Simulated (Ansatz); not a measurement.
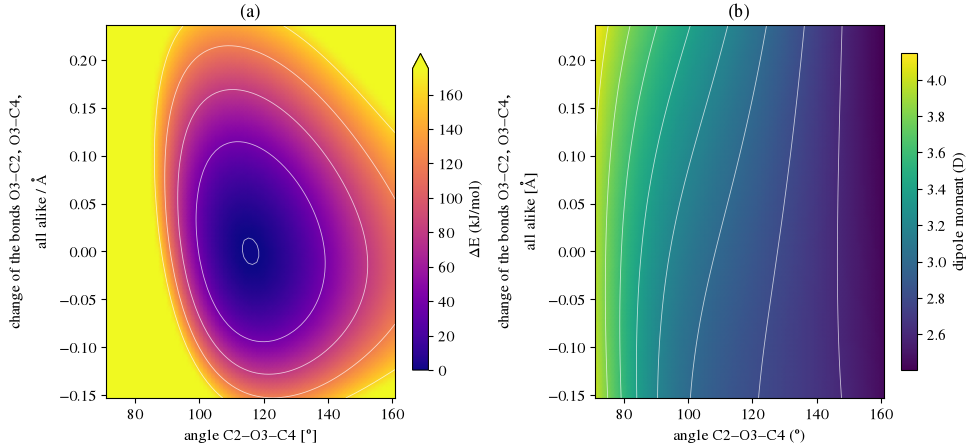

C2H7NO2, SMILES NCOCO. The first coordinate is: angle C2–O3–C4; the second: change of the bonds O3–C2, O3–C4, all alike. Nothing is relaxed (all other coordinates rigid). Grid: 15 × 15 points. Points are written as (first, second). All energies are given in kJ/mol relative to the lowest grid point. These are results of Ansatz 0.2.0, RHF/def2-TZVP, not measurements.

Panel (a) is the energy and panel (b) the computed dipole moment on the same grid.

The picture shows a smooth colour map with a few white contour lines, one colour for all values above the top of the scale. Between grid points the surface is interpolated.

**How does the dipole moment vary over the map, and what is it at the lowest grid point?**

Leaving out the highest fifth of the energies, it runs from 2.41 D at (160.9°, 0.181 Å) to 3.70 D at (83.8°, 0.208 Å). At the lowest grid point, (115.9°, 0.014 Å), it is 2.93 D.

| second ↓, first → | 70.9 | 77.3 | 83.8 | 90.2 | 96.6 | 103.1 | 109.5 | 115.9 | 122.3 | 128.8 | 135.2 | 141.6 | 148.1 | 154.5 | 160.9 |
| --- | --- | --- | --- | --- | --- | --- | --- | --- | --- | --- | --- | --- | --- | --- | --- |
| 0.236 | 4.14 | 3.93 | 3.75 | 3.60 | 3.47 | 3.36 | 3.25 | 3.14 | 3.03 | 2.93 | 2.82 | 2.71 | 2.60 | 2.49 | 2.40 |
| 0.208 | 4.11 | 3.88 | 3.70 | 3.55 | 3.43 | 3.32 | 3.21 | 3.11 | 3.01 | 2.91 | 2.80 | 2.70 | 2.59 | 2.49 | 2.40 |
| 0.181 | 4.07 | 3.84 | 3.66 | 3.51 | 3.39 | 3.28 | 3.18 | 3.08 | 2.98 | 2.89 | 2.79 | 2.69 | 2.59 | 2.49 | 2.41 |
| 0.153 | 4.05 | 3.81 | 3.62 | 3.47 | 3.34 | 3.24 | 3.14 | 3.05 | 2.96 | 2.87 | 2.78 | 2.68 | 2.59 | 2.50 | 2.41 |
| 0.125 | 4.02 | 3.77 | 3.58 | 3.43 | 3.30 | 3.20 | 3.11 | 3.02 | 2.94 | 2.85 | 2.77 | 2.68 | 2.59 | 2.50 | 2.41 |
| 0.097 | 4.00 | 3.74 | 3.54 | 3.39 | 3.27 | 3.17 | 3.08 | 3.00 | 2.92 | 2.84 | 2.75 | 2.67 | 2.58 | 2.50 | 2.41 |
| 0.069 | 3.98 | 3.72 | 3.51 | 3.35 | 3.23 | 3.14 | 3.05 | 2.97 | 2.90 | 2.82 | 2.74 | 2.66 | 2.58 | 2.50 | 2.42 |
| 0.042 | 3.97 | 3.70 | 3.48 | 3.32 | 3.20 | 3.11 | 3.03 | 2.95 | 2.88 | 2.81 | 2.74 | 2.66 | 2.58 | 2.50 | 2.42 |
| 0.014 | 3.97 | 3.68 | 3.46 | 3.30 | 3.17 | 3.08 | 3.00 | 2.93 | 2.86 | 2.80 | 2.73 | 2.66 | 2.58 | 2.50 | 2.42 |
| −0.014 | 3.96 | 3.67 | 3.44 | 3.27 | 3.15 | 3.05 | 2.98 | 2.91 | 2.85 | 2.79 | 2.72 | 2.65 | 2.58 | 2.51 | 2.43 |
| −0.042 | 3.97 | 3.66 | 3.42 | 3.25 | 3.12 | 3.03 | 2.96 | 2.89 | 2.83 | 2.78 | 2.71 | 2.65 | 2.58 | 2.51 | 2.43 |
| −0.069 | 3.97 | 3.66 | 3.41 | 3.23 | 3.11 | 3.01 | 2.94 | 2.88 | 2.82 | 2.77 | 2.71 | 2.65 | 2.59 | 2.51 | 2.44 |
| −0.097 | 3.98 | 3.66 | 3.41 | 3.22 | 3.09 | 2.99 | 2.92 | 2.86 | 2.81 | 2.76 | 2.71 | 2.65 | 2.59 | 2.52 | 2.44 |
| −0.125 | 4.00 | 3.67 | 3.40 | 3.21 | 3.08 | 2.98 | 2.91 | 2.85 | 2.80 | 2.76 | 2.71 | 2.65 | 2.59 | 2.52 | 2.45 |
| −0.153 | 4.01 | 3.68 | 3.41 | 3.21 | 3.07 | 2.97 | 2.90 | 2.84 | 2.80 | 2.75 | 2.71 | 2.66 | 2.60 | 2.53 | 2.46 |
